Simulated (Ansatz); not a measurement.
The figure comes from a scan of HfN (rock salt): one Hf atom of a 4-atom cell moves by s along Cartesian z, with its periodic images. Method: r2SCAN (plane waves to 500 eV, PAW, scalar-relativistic; Ansatz, a quantum-chemistry and plane-wave program). k mesh 7×14×14 (Γ-centred), Fermi-Dirac smearing 0.05 eV. The energy includes the smearing's −TS. Left out: 2 of 11 points, with atoms too close for the PAW data. With partly filled bands, energies and forces of such displacements shift with the k mesh and the smearing. HfN is run without spin polarisation. HfN was relaxed with its symmetry unable to fall. Spin-orbit coupling is left out, though Hf is heavy. The PAW data are Ansatz's earlier set. The zero of ΔE is the undisplaced structure.

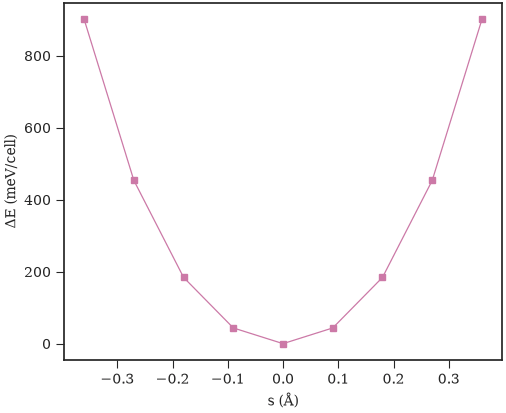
Figure: ΔE (meV/cell) against s (Å); one marker a computed point.

### Question
List the plotted points as numbers.

### Answer
To the nearest 20:

```csv
s (Å),ΔE (meV/cell)
-0.360,900
-0.270,460
-0.180,180
-0.090,40
0.000,0
0.090,40
0.180,180
0.270,460
0.360,900
```

(For displaced atoms, the force is minus the slope of the energy, and its curvature is a force constant, which sets phonon frequencies.)
